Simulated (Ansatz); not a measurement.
The calculation's input:

```
crystal:
  periodic: [false, false, false]
  atoms:
    - {symbol: Si, position_ang: [-1.235204, -0.351067, -0.608052]}
    - {symbol: H, position_ang: [-0.183546, -1.383189, -0.419234]}
    - {symbol: H, position_ang: [-1.463266, 0.160301, -1.976780]}
    - {symbol: H, position_ang: [-1.536080, 0.533896, 0.540021]}
    - {symbol: Cl, position_ang: [-2.933154, -1.645450, -0.453634]}
    - {symbol: H, position_ang: [1.108034, 0.802534, 0.138964]}
    - {symbol: N, position_ang: [0.574132, 0.972046, -0.714320]}
    - {symbol: H, position_ang: [1.045060, -1.145659, 1.462858]}
    - {symbol: O, position_ang: [1.619084, -0.403558, 1.678460]}
    - {symbol: H, position_ang: [1.168948, 0.761545, -1.507745]}
    - {symbol: H, position_ang: [0.330818, 1.954694, -0.760721]}
    - {symbol: H, position_ang: [1.505175, -0.256092, 2.620184]}
basis:
  gaussian: {orbitals: def2-TZVPP}
hamiltonian: {xc: pbe0, dispersion: d4}
output: {orbitals: {seedname: orbitals}}
```

Command:

```sh
ansatz run in.yaml --threads 4 --pin off --events-out ev --progress --plain --max-ram 9574MiB
```

The reactant side of a reaction path; geometry: PBE0-D4/def2-TZVP.

These are results of Ansatz, RKS PBE0-D4/def2-TZVPP, not measurements.

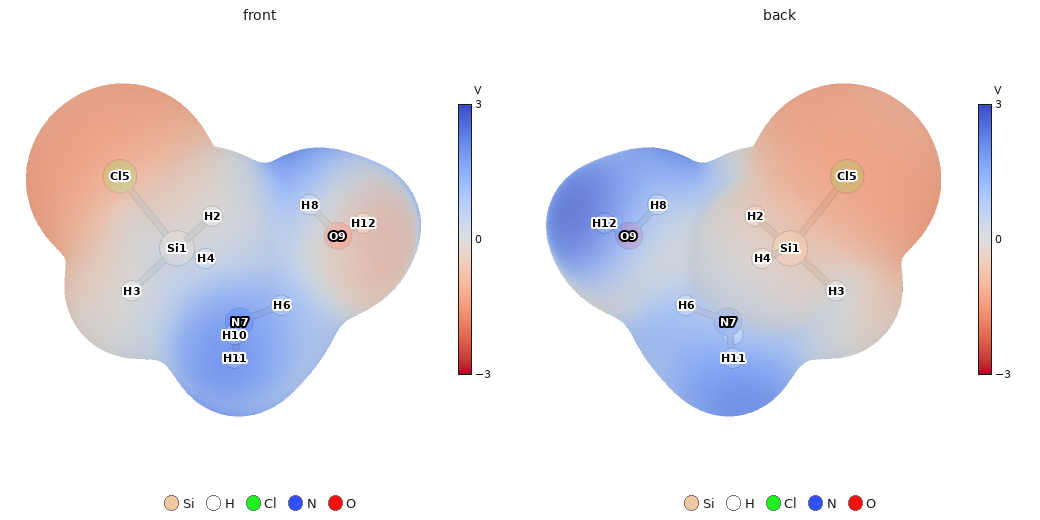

ClH₃Si···NH₃···H₂O. The molecular electrostatic potential painted on the density surface at 0.001 e/bohr³, seen from the front and from behind; red is negative and blue positive.

**Describe the electrostatic potential map.**

The most negative region (about −1.3 V, or −30 kcal/mol for a unit charge) lies over Cl5, the most positive (about +2.3 V, or +53 kcal/mol for a unit charge) over H12.
